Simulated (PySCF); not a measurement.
C₂H₉NSi₂: geometry relaxation

System: C₂H₉NSi₂.
Method: PBE0-D3(BJ)/def2-SVP geometry optimisation, gas phase (PySCF 2.14.0).

It belongs to a series of runs on one base structure; here: constitutional isomer.

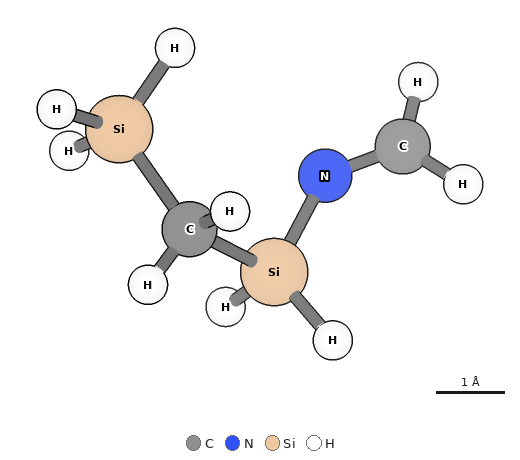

Fig. 1: The structure as given in the input (ball-and-stick view, seen at a tilt).

Input file:
```
{"job": {"xc": "PBE0", "basis": "def2-SVP", "d3": "d3bj", "grid": 1, "shake": 0.01, "kind": "geom"}, "charge": 0, "multiplicity": 1}
C     -2.430580    -0.258390     0.815520
N     -1.394760    -0.352680     0.168840
Si    -0.672250     0.526350    -1.125320
C      1.008990     1.191000    -0.401210
Si     2.011940    -0.075230     0.562660
H     -3.212280     0.543510     0.635520
H     -2.663980    -0.941440     1.608790
H     -0.425700    -0.504180    -2.130060
H     -1.426950     1.650240    -1.670610
H      1.565860     1.574170    -1.215870
H      0.756350     2.039410     0.256180
H      1.324120    -0.485120     1.796170
H      2.288980    -1.217200    -0.277450
H      3.263090     0.574510     0.969100
```

The first line tells a small driver script what to run in PySCF; the rest is the geometry in Å.

Run on 1 CPU thread, shared host.

Run as:
```bash
OMP_NUM_THREADS=1 python <driver script> task.json out
```

The program's output:
```
step   0  E = -714.66110129  max force = 0.047459
step   1  E = -714.66934792  max force = 0.011905
step   2  E = -714.67081413  max force = 0.004791
step   3  E = -714.67114121  max force = 0.004310
step   4  E = -714.67130858  max force = 0.003309
step   5  E = -714.67136929  max force = 0.002374
step   6  E = -714.67144594  max force = 0.000630
step   7  E = -714.67147154  max force = 0.000514
step   8  E = -714.67148398  max force = 0.000462
step   9  E = -714.67149795  max force = 0.000391
optimisation converged
```

Trajectory as extended XYZ (Å, eV, eV/Å), 10 frames, from step=0 to step=9:
```
14
Properties=species:S:1:pos:R:3:forces:R:3 step=0 energy=-19446.91910
C    -2.4306   -0.2584    0.8155   -2.4405   1.5644   0.3141
N    -1.3948   -0.3527    0.1688    2.0507  -0.5696  -0.9370
Si   -0.6723    0.5263   -1.1253    1.7319   0.2406   0.9071
C     1.0090    1.1910   -0.4012   -2.0356  -0.9417   0.7146
Si    2.0119   -0.0752    0.5627   -0.5075   0.8956   0.0731
H    -3.2123    0.5435    0.6355    0.2793  -0.4162   0.1457
H    -2.6640   -0.9414    1.6088   -0.2877  -0.8047   0.9690
H    -0.4257   -0.5042   -2.1301    0.1043  -0.2713  -0.5975
H    -1.4269    1.6502   -1.6706   -0.5272   0.5548  -0.3148
H     1.5659    1.5742   -1.2159    0.9911   0.6082  -1.2440
H     0.7563    2.0394    0.2562    0.0407   0.0305   0.0339
H     1.3241   -0.4851    1.7962   -0.2329  -0.1814   0.3117
H     2.2890   -1.2172   -0.2774    0.2302  -0.8393  -0.5089
H     3.2631    0.5745    0.9691    0.6032   0.1300   0.1331
14
Properties=species:S:1:pos:R:3:forces:R:3 step=1 energy=-19447.14350
C    -2.3230   -0.5152    0.8814    0.1622  -0.4067  -0.1814
N    -1.2271   -0.6000    0.2625    0.0518  -0.0377   0.2820
Si   -0.5873    0.3017   -1.0904   -0.2665   0.6122  -0.1670
C     0.8347    1.3611   -0.4517    0.2702   0.0037  -0.2512
Si    2.0337    0.3614    0.5990   -0.0179  -0.2440   0.0424
H    -3.1675    0.1342    0.5777   -0.0619   0.1707   0.0161
H    -2.5194   -1.1653    1.7640    0.0402   0.1933  -0.1218
H    -0.1650   -0.6716   -2.1438    0.0616   0.0221   0.1422
H    -1.5919    1.2553   -1.6945   -0.0439  -0.1623  -0.0143
H     1.3881    1.7900   -1.3203   -0.2413  -0.1785   0.2435
H     0.4294    2.2161    0.1202   -0.0114  -0.1198  -0.0361
H     1.3821   -0.0432    1.8802    0.0542   0.0208   0.0138
H     2.3924   -0.8750   -0.1714    0.0358   0.0363   0.0778
H     3.3022    1.0865    0.9214   -0.0330   0.0899  -0.0460
14
Properties=species:S:1:pos:R:3:forces:R:3 step=2 energy=-19447.18340
C    -2.3312   -0.5375    0.8481    0.0391   0.2464   0.0563
N    -1.2221   -0.6015    0.2569    0.1058  -0.1829   0.1589
Si   -0.6090    0.3322   -1.0854   -0.1026   0.2367  -0.1659
C     0.8332    1.3456   -0.4457    0.0802  -0.0931  -0.0543
Si    2.0419    0.3451    0.6043   -0.0375  -0.0752  -0.0114
H    -3.1505    0.1564    0.5569   -0.0654  -0.0737  -0.0140
H    -2.5305   -1.1543    1.7463   -0.0391  -0.0558  -0.0865
H    -0.1651   -0.6381   -2.1249    0.0417  -0.0255  -0.0087
H    -1.6409    1.2476   -1.6935   -0.0149  -0.0484   0.0301
H     1.3719    1.7648   -1.3155   -0.0289  -0.0224   0.0442
H     0.4387    2.1985    0.1306    0.0237   0.0075   0.0438
H     1.4284   -0.0360    1.9101    0.0093   0.0214   0.0036
H     2.4206   -0.8998   -0.1360    0.0046   0.0161   0.0277
H     3.2960    1.1131    0.8819   -0.0160   0.0490  -0.0238
14
Properties=species:S:1:pos:R:3:forces:R:3 step=3 energy=-19447.19230
C    -2.3417   -0.5262    0.8395   -0.2216  -0.1184  -0.0619
N    -1.2171   -0.5836    0.2790    0.0784   0.0060   0.0787
Si   -0.6234    0.3597   -1.0698    0.0412  -0.0056  -0.0859
C     0.8455    1.3345   -0.4446   -0.0851  -0.0751   0.0366
Si    2.0573    0.3360    0.6045   -0.0184   0.0419  -0.0212
H    -3.1869    0.1276    0.5227    0.1031   0.0347  -0.0152
H    -2.5692   -1.1841    1.6969   -0.0133  -0.0002   0.1141
H    -0.1756   -0.6177   -2.1011   -0.0033  -0.0255  -0.0569
H    -1.6743    1.2521   -1.6714   -0.0008   0.0248   0.0328
H     1.3744    1.7384   -1.3207    0.0954   0.0666  -0.0700
H     0.4762    2.1947    0.1365    0.0416   0.0489   0.0525
H     1.4756   -0.0035    1.9353   -0.0139   0.0118   0.0002
H     2.4364   -0.9254   -0.1013   -0.0085  -0.0102  -0.0054
H     3.3043    1.1337    0.8286    0.0052   0.0005   0.0016
14
Properties=species:S:1:pos:R:3:forces:R:3 step=4 energy=-19447.19685
C    -2.3496   -0.5380    0.8355   -0.1204   0.0534  -0.1701
N    -1.2159   -0.5899    0.2903    0.1123  -0.0522   0.1177
Si   -0.6252    0.3583   -1.0619    0.0465  -0.0471  -0.0317
C     0.8487    1.3340   -0.4433   -0.0954  -0.0172  -0.0121
Si    2.0618    0.3373    0.6011    0.0084   0.0201   0.0049
H    -3.1761    0.1187    0.4822   -0.0228  -0.0078   0.0663
H    -2.5944   -1.1740    1.7068    0.0287  -0.0004   0.0216
H    -0.1838   -0.6161   -2.1029   -0.0134   0.0074  -0.0148
H    -1.6812    1.2537   -1.6490   -0.0086   0.0190   0.0252
H     1.3785    1.7404   -1.3204    0.0446   0.0297  -0.0234
H     0.4904    2.1957    0.1451    0.0244   0.0098   0.0126
H     1.4832    0.0080    1.9358   -0.0061   0.0053   0.0017
H     2.4347   -0.9283   -0.1003   -0.0040  -0.0105  -0.0013
H     3.3101    1.1363    0.8152    0.0057  -0.0094   0.0034
14
Properties=species:S:1:pos:R:3:forces:R:3 step=5 energy=-19447.19851
C    -2.3615   -0.5484    0.8184    0.0827   0.0431   0.1221
N    -1.2133   -0.5943    0.2998   -0.0147   0.0222  -0.0002
Si   -0.6223    0.3558   -1.0567    0.0036  -0.0230  -0.0121
C     0.8542    1.3349   -0.4457   -0.0342   0.0442  -0.0599
Si    2.0648    0.3395    0.5996    0.0285  -0.0134   0.0273
H    -3.1927    0.1013    0.4673   -0.0066  -0.0018  -0.0657
H    -2.5991   -1.1618    1.7098   -0.0145  -0.0334  -0.0649
H    -0.1916   -0.6143   -2.1091   -0.0120   0.0313   0.0249
H    -1.6832    1.2579   -1.6250   -0.0063   0.0027   0.0066
H     1.3888    1.7426   -1.3232   -0.0252  -0.0241   0.0403
H     0.5088    2.1995    0.1484   -0.0077  -0.0294  -0.0275
H     1.4833    0.0263    1.9371    0.0042  -0.0011   0.0026
H     2.4264   -0.9349   -0.0930    0.0004  -0.0047   0.0061
H     3.3189    1.1318    0.8064    0.0019  -0.0125   0.0002
14
Properties=species:S:1:pos:R:3:forces:R:3 step=6 energy=-19447.20059
C    -2.3608   -0.5478    0.8175    0.0157   0.0121   0.0193
N    -1.2076   -0.5898    0.3101    0.0066   0.0064   0.0058
Si   -0.6240    0.3598   -1.0499    0.0031  -0.0213   0.0071
C     0.8556    1.3349   -0.4477    0.0091   0.0324  -0.0276
Si    2.0672    0.3396    0.6002    0.0086  -0.0025   0.0132
H    -3.1884    0.0975    0.4486   -0.0085  -0.0040  -0.0125
H    -2.6130   -1.1730    1.6959    0.0005  -0.0031  -0.0236
H    -0.1985   -0.6098   -2.1030   -0.0105   0.0115   0.0035
H    -1.6899    1.2602   -1.6114   -0.0059   0.0025   0.0064
H     1.3886    1.7381   -1.3272   -0.0071  -0.0130   0.0216
H     0.5152    2.2018    0.1447   -0.0126  -0.0101  -0.0144
H     1.4901    0.0386    1.9424    0.0015   0.0005   0.0009
H     2.4217   -0.9417   -0.0831   -0.0026  -0.0024   0.0019
H     3.3254    1.1276    0.7970    0.0021  -0.0089  -0.0016
14
Properties=species:S:1:pos:R:3:forces:R:3 step=7 energy=-19447.20129
C    -2.3632   -0.5515    0.8118   -0.0064  -0.0171  -0.0211
N    -1.2019   -0.5841    0.3224    0.0064   0.0161   0.0041
Si   -0.6249    0.3658   -1.0409    0.0034  -0.0135   0.0110
C     0.8611    1.3372   -0.4505    0.0264   0.0141   0.0019
Si    2.0699    0.3402    0.6017   -0.0082  -0.0010   0.0041
H    -3.1921    0.0803    0.4221   -0.0028   0.0023   0.0107
H    -2.6246   -1.1793    1.6849    0.0011   0.0055   0.0016
H    -0.2100   -0.6032   -2.0974   -0.0042   0.0001  -0.0091
H    -1.6967    1.2663   -1.5913   -0.0013   0.0017   0.0041
H     1.3942    1.7328   -1.3325    0.0010  -0.0071   0.0036
H     0.5274    2.2083    0.1386   -0.0150   0.0012  -0.0072
H     1.4962    0.0584    1.9495    0.0009   0.0016   0.0004
H     2.4090   -0.9518   -0.0694   -0.0033  -0.0005  -0.0005
H     3.3370    1.1167    0.7851    0.0021  -0.0034  -0.0034
14
Properties=species:S:1:pos:R:3:forces:R:3 step=8 energy=-19447.20163
C    -2.3636   -0.5560    0.8073   -0.0006  -0.0188  -0.0162
N    -1.1974   -0.5791    0.3287   -0.0052   0.0126  -0.0060
Si   -0.6242    0.3711   -1.0363    0.0001  -0.0038   0.0074
C     0.8664    1.3396   -0.4536    0.0238   0.0041   0.0153
Si    2.0686    0.3401    0.6046   -0.0115  -0.0026   0.0002
H    -3.1942    0.0690    0.4104   -0.0001   0.0015   0.0084
H    -2.6276   -1.1864    1.6775    0.0002   0.0059   0.0088
H    -0.2177   -0.5974   -2.0966   -0.0018  -0.0021  -0.0079
H    -1.6988    1.2732   -1.5788    0.0007   0.0003   0.0017
H     1.4014    1.7274   -1.3374    0.0042  -0.0038  -0.0037
H     0.5360    2.2153    0.1307   -0.0103   0.0040  -0.0050
H     1.4953    0.0756    1.9560    0.0010   0.0026   0.0006
H     2.3927   -0.9609   -0.0563   -0.0023   0.0002  -0.0004
H     3.3445    1.1044    0.7780    0.0017  -0.0002  -0.0032
14
Properties=species:S:1:pos:R:3:forces:R:3 step=9 energy=-19447.20201
C    -2.3619   -0.5627    0.8026    0.0049  -0.0123  -0.0026
N    -1.1923   -0.5718    0.3319   -0.0111   0.0089  -0.0094
Si   -0.6231    0.3800   -1.0337   -0.0009   0.0024  -0.0034
C     0.8741    1.3431   -0.4578    0.0015  -0.0081   0.0201
Si    2.0636    0.3387    0.6101   -0.0094  -0.0041  -0.0024
H    -3.1980    0.0517    0.4008    0.0035   0.0019   0.0030
H    -2.6231   -1.1944    1.6727   -0.0015   0.0013   0.0085
H    -0.2273   -0.5878   -2.0990    0.0016  -0.0016  -0.0047
H    -1.6988    1.2860   -1.5679    0.0023  -0.0002   0.0006
H     1.4135    1.7187   -1.3439    0.0069   0.0005  -0.0078
H     0.5472    2.2256    0.1179    0.0008   0.0055  -0.0020
H     1.4894    0.0989    1.9657    0.0010   0.0035   0.0012
H     2.3660   -0.9745   -0.0367   -0.0004   0.0003   0.0007
H     3.3520    1.0844    0.7715    0.0009   0.0021  -0.0018
```

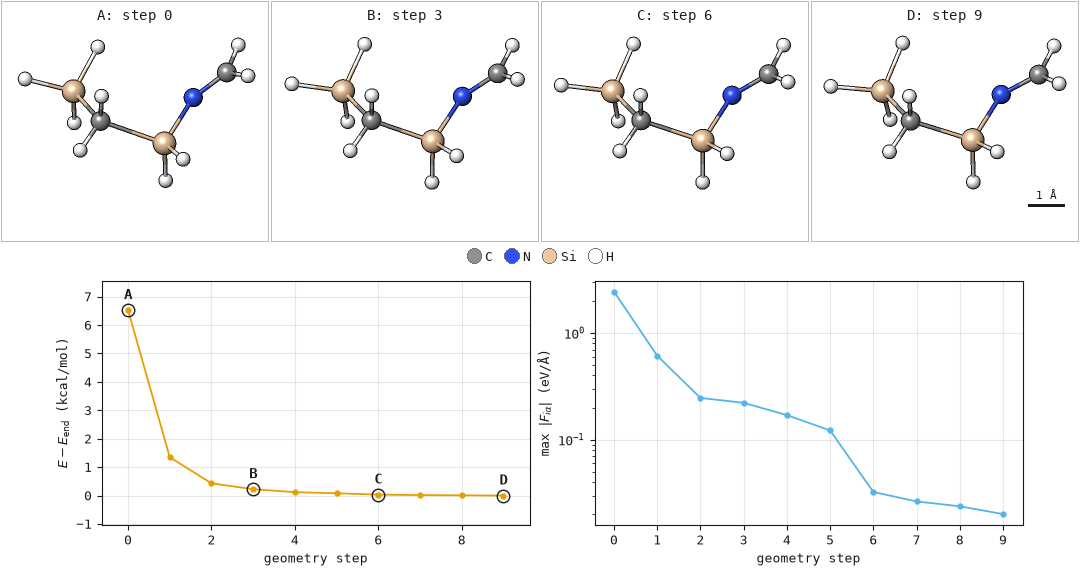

Fig. 2: Frames of the relaxation (ball-and-stick view, seen at a tilt) above the curves, on which the letters mark them (steps are counted from 0).

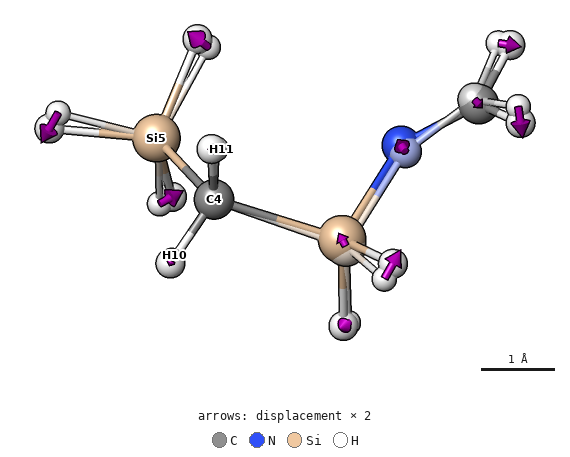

Fig. 3: Start (faint) and end (solid) with the displacements as pink arrows, magnified 2 times (ball-and-stick view, seen at a tilt). The two geometries are laid on each other by the best rigid fit. Over 9 geometry steps the energy falls by 6.52 kcal/mol. The largest force component goes from 2.4 to 0.02 eV/Å. The largest move after the best rigid fit is that of H14, 0.26 Å. By element the largest moves are H 0.26 Å, N 0.14 Å, Si 0.11 Å, C 0.09 Å. Among the contacts that change: Si3–C4 1.947 → 1.871 Å, Si5–H13 1.445 → 1.495 Å, Si3–H9 1.459 → 1.504 Å, C4–H10 1.059 → 1.103 Å. Among the angles that change: C1–N2–Si3 135.4° → 125.9°, N2–Si3–H9 117.2° → 111.7°, N2–Si3–H8 103.2° → 106.8°. (Atoms are counted from 1 in the order of the input.)

Key numbers:

| quantity | value |
| --- | --- |
| outcome | converged |
| total energy | −714.671498 hartree |
| dipole moment | 1.79 D |
| point group | C1 |
| wall time | 57 s |
| peak memory | 0.52 GiB |
